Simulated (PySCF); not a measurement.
# [IrO2]+: structure of the singlet

Aim: relax [IrO2]+ as a singlet from a end-on start, check by its vibrations whether the end is a minimum, and collect its spectrum and constants.

Computed with PySCF 2.14.0. Level: PBE0, basis Ir def2-TZVP with ECP60, O def2-TZVP, scalar-relativistic core potentials, no spin–orbit coupling, density fitting.

## 1. Starting geometry

3 atoms, charge 1, spin multiplicity 1.

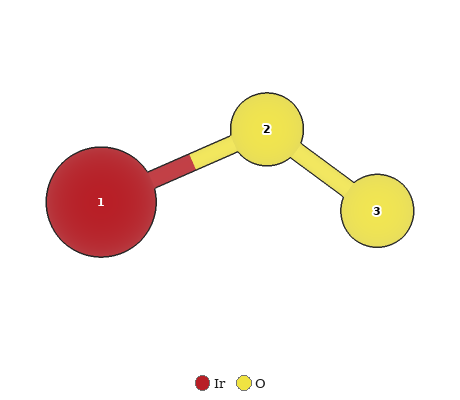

Start geometry, drawn with iridium red, oxygen yellow; atoms are numbered from 1 in the order of the file.

Z-matrix (Å, degrees; charge 1 multiplicity 1):
```
Ir
O  1 1.9055
O  2 1.4450 1 119.89
```

## 2. The SCF at the typed geometry

One driver script runs all steps and calls PySCF; scf.py shows how it sets up the SCF of each step. The optimiser is the driver's own. After this first run the driver tries any further starts and a stability analysis.

The input, scf.py:

```python
from pyscf import gto, scf, dft
mol = gto.M(atom='''
Ir     0.000000     0.000000     0.000000
O      0.000000     0.000000     1.905500
O      1.252800     0.000000     2.625500''',
    basis={'Ir': 'def2-TZVP', 'O': 'def2-TZVP'},
    ecp={'Ir': 'def2-TZVP'},
    charge=1, spin=0)
mf = dft.RKS(mol, xc='PBE0')
mf.grids.atom_grid = (50, 194)
aux = {'Ir': 'def2-universal-JKFIT', 'O': 'def2-universal-JKFIT'}
mf = mf.density_fit(auxbasis=aux)
mf.conv_tol = 1e-08
mf.diis_space = 10
mf.max_cycle = 60
mf.init_guess = 'minao'
mf.verbose = 4
mf.kernel()
```

Run with:

```console
$ OMP_NUM_THREADS=2 python axn.py task.json out
```

The program printed (excerpt; [...] marks lines left out):

```text
[... the frontier levels of the middle cycles are left out ...]
init E= -238.370718781776
  HOMO = -0.579199305204309  LUMO = -0.500250673785131  gap/eV = 2.14830
cycle= 1 E= -252.783006301874  delta_E= -14.4  |g|= 2.29  |ddm|= 7.51
  HOMO = -0.167638273371942  LUMO = -0.143251541815181  gap/eV = 0.66360
cycle= 2 E= -234.787420264446  delta_E=   18  |g|= 6.62  |ddm|=  7.7
  HOMO = -0.445206005503373  LUMO = -0.412488023316751  gap/eV = 0.89030
cycle= 3 E= -252.723468775273  delta_E= -17.9  |g|= 2.46  |ddm|= 7.22
cycle= 4 E= -253.170262731295  delta_E= -0.447  |g|= 1.88  |ddm|= 0.96
cycle= 5 E= -253.736307772279  delta_E= -0.566  |g|= 1.21  |ddm|= 0.73
cycle= 6 E= -254.06602648445  delta_E= -0.33  |g|= 0.331  |ddm|= 0.837
cycle= 7 E= -254.084482922587  delta_E= -0.0185  |g|= 0.174  |ddm|= 0.122
cycle= 8 E= -254.086610756991  delta_E= -0.00213  |g|= 0.148  |ddm|= 0.0475
cycle= 9 E= -254.08953224709  delta_E= -0.00292  |g|= 0.0977  |ddm|= 0.083
cycle= 10 E= -254.09156773106  delta_E= -0.00204  |g|= 0.0288  |ddm|= 0.0676
cycle= 11 E= -254.091749296462  delta_E= -0.000182  |g|= 0.00532  |ddm|= 0.0178
cycle= 12 E= -254.091755482016  delta_E= -6.19e-06  |g|= 0.00168  |ddm|= 0.00396
cycle= 13 E= -254.091757409334  delta_E= -1.93e-06  |g|= 0.00053  |ddm|= 0.00499
cycle= 14 E= -254.091757774314  delta_E= -3.65e-07  |g|= 0.000244  |ddm|= 0.0024
cycle= 15 E= -254.091757847242  delta_E= -7.29e-08  |g|= 0.000108  |ddm|= 0.0014
cycle= 16 E= -254.091757853462  delta_E= -6.22e-09  |g|= 3.4e-05  |ddm|= 0.000299
  HOMO = -0.534169998267511  LUMO = -0.432788545603666  gap/eV = 2.75873
Extra cycle  E= -254.091757848381  delta_E= 5.08e-09  |g|= 0.000173  |ddm|= 0.000149
converged SCF energy = -254.091757848381
```

This step, with its further starts and checks, ran for 6.4 s (2 threads of Arm Neoverse V2, shared host).

Energies from each starting density:

| start | energy (Eh) |
| --- | --- |
| the minimal-basis guess | -254.091758 |
| a thermally smeared density | -254.091758 |
| a smeared PBE density | -254.091758 |

No lower closed-shell solution turned up from the other starts or in the test of internal stability.

## 3. Relaxation: end-on start, singlet

The program finds Cs symmetry in the start, which this walk keeps. The walk stops when the largest gradient is under 0.0003 Eh/bohr and the energy has settled too.

scf.py, as its differences from that of step 2:

```diff
@@ -3,3 +3,3 @@
-Ir     0.000000     0.000000     0.000000
-O      0.000000     0.000000     1.905500
-O      1.252800     0.000000     2.625500''',
+Ir    -0.089078     0.000000    -0.322170
+O     -0.089078     0.000000     1.583330
+O      1.163722     0.000000     2.303330''',
@@ -16 +15,0 @@
-mf.init_guess = 'minao'
```

Steps of the walk:

| step | energy (Eh) | change (kJ/mol) | largest symmetric gradient (Eh/bohr) |
| --- | --- | --- | --- |
| 0 | -254.091758 | 0.00 | 0.12438 |
| 1 | -254.147291 | -145.80 | 0.03346 |
| 2 | -254.148734 | -149.59 | 0.02105 |
| 3 | -254.149331 | -151.16 | 0.00442 |
| 4 | -254.149452 | -151.48 | 0.00366 |
| 5 | -254.149514 | -151.64 | 0.00140 |
| 6 | -254.149522 | -151.66 | 0.00008 |
| 7 | -254.149522 | -151.66 | 0.00002 |

The walk took 11 s.

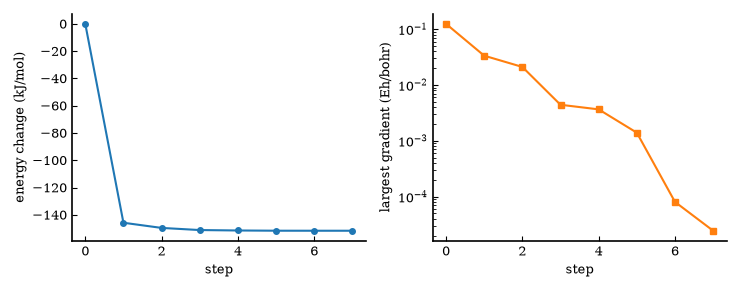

Energy and largest gradient along the walk.

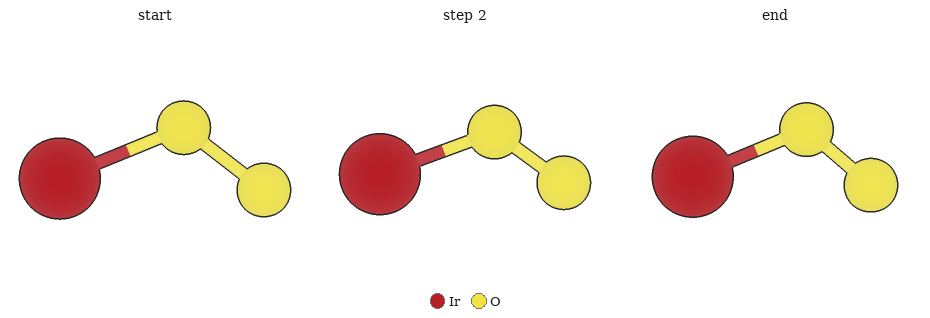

Start and end of the relaxation, with a step between.

End point (Cs, 7 steps, 151.7 kJ/mol gained): Ir–O 1.752 Å, O–O 1.212 Å; Ir–O–O 116.7°.

## 4. Hessian and properties

The point is checked on the finer grid, and tightened if its gradient asks for it. The Hessian and the dipole derivatives come from central differences of analytic gradients, with steps of 0.02 bohr.

scf.py, as its differences from that of step 3:

```diff
@@ -3,3 +3,3 @@
-Ir    -0.089078     0.000000    -0.322170
-O     -0.089078     0.000000     1.583330
-O      1.163722     0.000000     2.303330''',
+Ir    -0.075950     0.000000    -0.288175
+O     -0.082597     0.000000     1.463777
+O      0.997994     0.000000     2.012546''',
@@ -10 +10 @@
-mf.grids.atom_grid = (50, 194)
+mf.grids.atom_grid = (75, 302)
@@ -13 +13 @@
-mf.conv_tol = 1e-08
+mf.conv_tol = 1e-10
```

This SCF starts from the last density.

Log of the central SCF (cycles and frontier levels):

```text
init E= -254.149484903185
  HOMO = -0.521592890540944  LUMO = -0.404045939911588  gap/eV = 3.19862
cycle= 1 E= -254.149484902697  delta_E= 4.88e-10  |g|= 4.88e-05  |ddm|= 2.98e-05
  HOMO = -0.521604671395275  LUMO = -0.404049751564627  gap/eV = 3.19883
cycle= 2 E= -254.149484882111  delta_E= 2.06e-08  |g|= 0.000316  |ddm|= 0.000191
  HOMO = -0.521594264390967  LUMO = -0.404046331677047  gap/eV = 3.19864
cycle= 3 E= -254.149484903197  delta_E= -2.11e-08  |g|= 4.18e-06  |ddm|= 0.000166
  HOMO = -0.521594351179994  LUMO = -0.40404637325421  gap/eV = 3.19864
cycle= 4 E= -254.149484903199  delta_E= -2.44e-12  |g|= 2.78e-07  |ddm|= 1.8e-06
  HOMO = -0.521594372336616  LUMO = -0.404046392689684  gap/eV = 3.19864
Extra cycle  E= -254.149484903199  delta_E= 5.68e-13  |g|= 5.12e-07  |ddm|= 1.06e-06
converged SCF energy = -254.149484903199
```

The whole step took 28 s.

Geometry: Cs; Ir–O 1.752 Å, O–O 1.212 Å; Ir–O–O 116.7°.

Modes, for the most abundant isotopes:

```csv
symmetry,ω (cm⁻¹),IR (km/mol)
a',157,2.3
a',772,6.1
a',1461,249
```

Every mode is real; the point is a minimum.

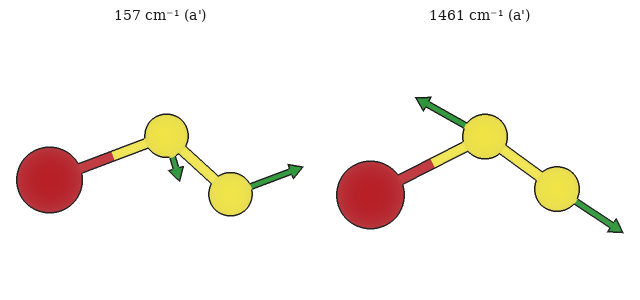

Displacements of 2 of the modes, as arrows (one member where a mode is degenerate).

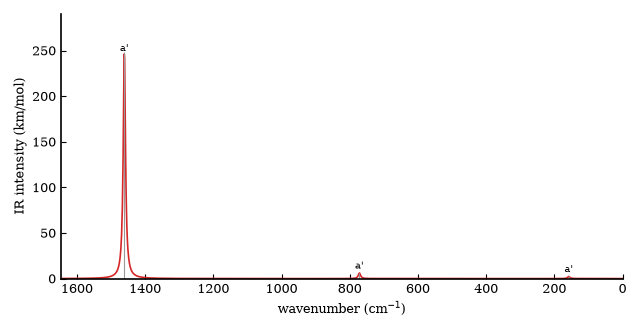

The harmonic infrared spectrum (widths in cm⁻¹). Lines are broadened to a width of 8 cm⁻¹ (Lorentzian).

Properties at this point:

```
Dipole moment about the centre of mass                          : 1.27 D
Highest occupied level                                          : -14.19 eV
Lowest empty level                                              : -10.99 eV
Rotational constants                                            : 2.689, 0.1338, 0.1275 cm⁻¹
Zero-point energy                                               : 14.3 kJ/mol
Principal polarisabilities                                      : 20.4, 20.6, 49.9 bohr³
Principal traceless quadrupole moments about the centre of mass : -2.53, -2.12, 4.65 D Å
Entropy at 298.15 K and 1 bar                                   : 284.8 J/(mol K)
Heat capacity Cp at 298.15 K                                    : 44.5 J/(mol K)
Enthalpy at 298.15 K above 0 K                                  : 11.82 kJ/mol
Rotational symmetry number                                      : 1
```

Populations by atom (charges in e):

| atom | Mulliken | Löwdin | polar tensor | Mayer order to Ir1 |
| --- | --- | --- | --- | --- |
| Ir1 | 0.91 | 0.78 | 0.77 | – |
| O2 | 0.10 | 0.13 | 0.51 | 1.40 |
| O3 | 0.00 | 0.08 | -0.27 | 0.86 |

Mulliken populations on Ir1 (outside its core potential): s 2.12, p 6.06, d 7.89, f 0.02.

## 5. The broken-symmetry singlet

A stability analysis found the closed shell of the lowest minimum unstable towards spin polarisation, so the unrestricted solution is followed.

The program finds Cs symmetry in the start, which may break. The walk stops when the largest gradient is under 0.0003 Eh/bohr and the energy has settled too.

scf.py, as its differences from that of step 4:

```diff
@@ -3,3 +3,3 @@
-Ir    -0.075950     0.000000    -0.288175
-O     -0.082597     0.000000     1.463777
-O      0.997994     0.000000     2.012546''',
+Ir    -0.075888     0.000000    -0.288159
+O     -0.082535     0.000000     1.463793
+O      0.998055     0.000000     2.012562''',
@@ -9,2 +9,2 @@
-mf = dft.RKS(mol, xc='PBE0')
-mf.grids.atom_grid = (75, 302)
+mf = dft.UKS(mol, xc='PBE0')
+mf.grids.atom_grid = (50, 194)
@@ -13 +13 @@
-mf.conv_tol = 1e-10
+mf.conv_tol = 1e-08
```

The optimiser's trace:

| step | energy (Eh) | change (kJ/mol) | largest gradient (Eh/bohr) |
| --- | --- | --- | --- |
| 0 | -254.160229 | 0.00 | 0.04426 |
| 1 | -254.163922 | -9.70 | 0.02164 |
| 2 | -254.168316 | -21.23 | 0.03221 |
| 3 | -254.171264 | -28.97 | 0.00668 |
| 4 | -254.171429 | -29.41 | 0.00226 |
| 5 | -254.171475 | -29.53 | 0.00161 |
| 6 | -254.171516 | -29.63 | 0.00238 |
| 7 | -254.171607 | -29.87 | 0.00357 |
| 8 | -254.171676 | -30.06 | 0.00352 |
| 9 | -254.171750 | -30.25 | 0.00208 |
| 10 | -254.171774 | -30.31 | 0.00066 |
| 11 | -254.171775 | -30.31 | 0.00021 |

The walk took 52 s.

Positions (Å) and forces (eV/Å) along the way:

```
step 0
Ir  -0.076   0.000  -0.288  -0.023   0.000  -2.275
O   -0.083   0.000   1.464  -0.940   0.000   1.742
O    0.998   0.000   2.013   0.963   0.000   0.534
step 1
Ir  -0.077   0.000  -0.324  -0.002   0.000  -0.940
O   -0.098   0.000   1.490   0.397   0.000   1.113
O    1.014   0.000   2.022  -0.396   0.000  -0.173
step 6
Ir  -0.090   0.000  -0.426  -0.042   0.000   0.048
O   -0.089   0.000   1.565   0.045   0.000  -0.122
O    1.019   0.000   2.049  -0.003   0.000   0.074
step 11
Ir  -0.131   0.000  -0.457   0.001   0.000   0.000
O   -0.040   0.000   1.526   0.010   0.000   0.008
O    1.010   0.000   2.119  -0.010   0.000  -0.008
```

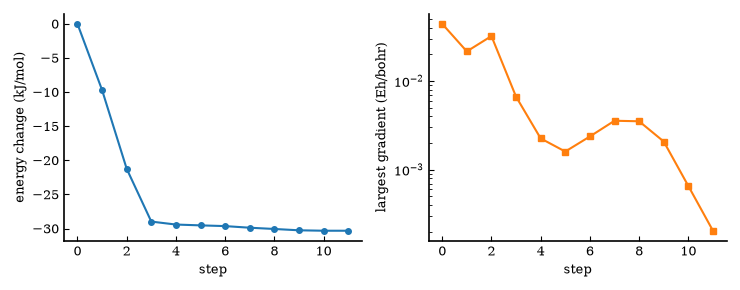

How energy and gradient fall.

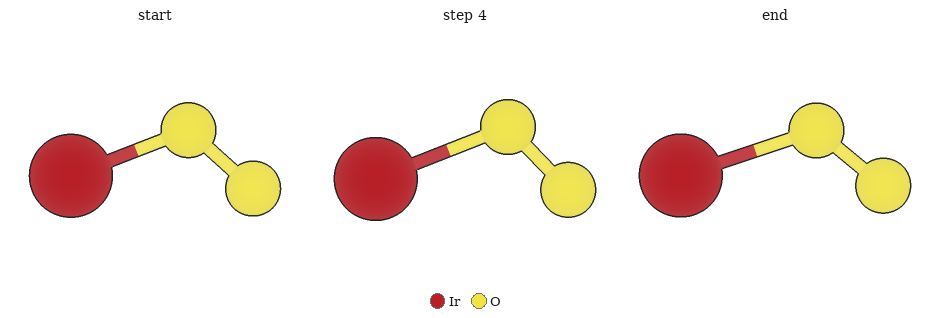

The geometry along the walk, at one scale.

After 11 steps and 30.3 kJ/mol it ends at Cs: Ir–O 1.986 Å, O–O 1.206 Å; Ir–O–O 122.1°.

## 6. Vibrations and properties at this point

The same treatment as at the point before.

scf.py, as its differences from that of step 5:

```diff
@@ -3,3 +3,3 @@
-Ir    -0.075888     0.000000    -0.288159
-O     -0.082535     0.000000     1.463793
-O      0.998055     0.000000     2.012562''',
+Ir    -0.088616     0.000000    -0.324937
+O      0.004704    -0.000000     1.658505
+O      1.052895    -0.000000     2.253992''',
@@ -10 +10 @@
-mf.grids.atom_grid = (50, 194)
+mf.grids.atom_grid = (75, 302)
@@ -13 +13 @@
-mf.conv_tol = 1e-08
+mf.conv_tol = 1e-10
```

SCF at the final geometry:

```text
init E= -254.171759524539
[... the frontier-level lines of each cycle are left out ...]
cycle= 1 E= -254.171759524531  delta_E= 8.47e-12  |g|= 6.21e-06  |ddm|= 5.74e-06
Extra cycle  E= -254.171759524456  delta_E= 7.48e-11  |g|= 1.6e-05  |ddm|= 1.2e-05
converged SCF energy = -254.171759524456  <S^2> = 1.7852121  2S+1 = 2.8532172
```

The whole step ran for 56 s (2 threads of Arm Neoverse V2, shared host).

Geometry: Cs; Ir–O 1.986 Å, O–O 1.206 Å; Ir–O–O 122.3°.

Harmonic modes (main isotopes):

| symmetry | ω (cm⁻¹) | IR (km/mol) | μ (u) |
| --- | --- | --- | --- |
| a' | 138 | 0.7 | 17.14 |
| a' | 395 | 5.1 | 17.25 |
| a' | 1542 | 52.3 | 16.00 |

All wavenumbers are real: a minimum.

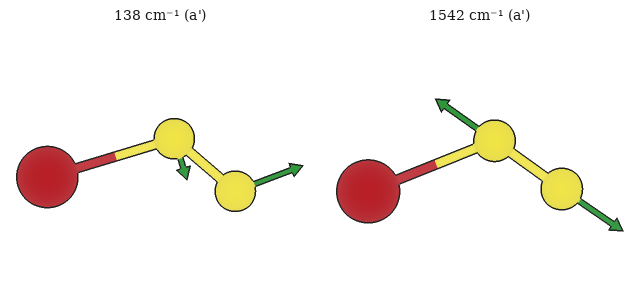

How the atoms move in 2 of the modes.

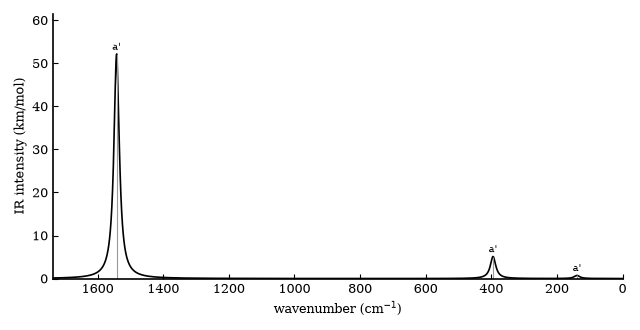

The harmonic infrared spectrum (widths in cm⁻¹). Lines are broadened to a width of 20 cm⁻¹ (Lorentzian).

Properties at this point:

```yaml
Dipole_moment_about_the_centre_of_mass: 0.32 D
Highest_occupied_level: -13.53 eV
Lowest_empty_level: -10.72 eV
Rotational_constants: 2.987, 0.1059, 0.1022 cm⁻¹
Zero-point_energy: 12.4 kJ/mol
Principal_polarisabilities: 20.9, 22.5, 50.9 bohr³
Principal_traceless_quadrupole_moments_about_the_centre_of_mass: -3.38, -3.21, 6.58 D Å
Entropy_at_298.15_K_and_1_bar: 290.4 J/(mol K)
Heat_capacity_Cp_at_298.15_K: 47.7 J/(mol K)
Enthalpy_at_298.15_K_above_0_K: 12.50 kJ/mol
Rotational_symmetry_number: 1
Spin_squared_⟨S²⟩: 1.785
```

Charges (e) and bond orders:

```
atom  Mulliken  Löwdin  polar tensor  spin (Mulliken)  Mayer order to Ir1
 Ir1      0.87    0.75          0.75             1.75                   –
  O2     -0.01    0.06          0.22            -0.67                0.59
  O3      0.15    0.19          0.03            -1.08                0.23
```

Mulliken populations on Ir1 (outside its core potential): s 2.22, p 6.05, d 7.86, f 0.01.

## 7. The points found, side by side

| spin | group | bonds | imaginary modes (cm⁻¹) | ΔE (kJ/mol) | with zero-point energy |
| --- | --- | --- | --- | --- | --- |
| broken-symmetry (Ms = 0) | Cs | Ir–O 1.986 Å, O–O 1.206 Å | none | 0.0 | 0.0 |
| singlet | Cs | Ir–O 1.752 Å, O–O 1.212 Å | none | 58.5 | 60.4 |

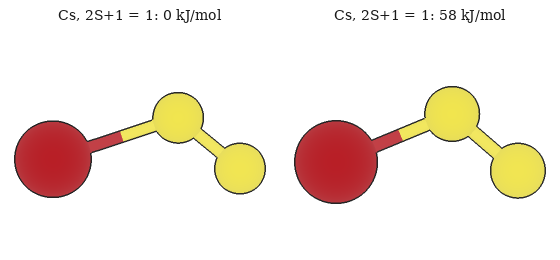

The points, lowest first (iridium red, oxygen yellow).

## 8. Outcome

| quantity | value |
| --- | --- |
| minimum | broken-symmetry (Ms = 0), Cs |
| geometry | Ir–O 1.986 Å, O–O 1.206 Å; Ir–O–O 122.3° |
| wavenumbers (cm⁻¹) | 138 (a'), 395 (a'), 1542 (a') |
| dipole moment (centre of mass) | 0.32 D |
| highest occupied, lowest empty level (either spin) | -13.53, -10.72 eV |
| polar-tensor charge of Ir1 | +0.75 e |
| zero-point energy | 12.4 kJ/mol |
| entropy at 298.15 K | 290.4 J/(mol K) |
| ⟨S²⟩ | 1.785 |

In words: The molecule stays Cs, as typed, and the end point is a minimum. The determinant is spin-contaminated (⟨S²⟩ = 1.79 against 0.00), so it is no pure spin state. The strongest infrared band lies at 1542 cm⁻¹ (a'). Other starts or spin states, not run here, may lie lower. Spin–orbit coupling, left out here, can matter for elements this heavy.

The search up to here took 2.8 min.
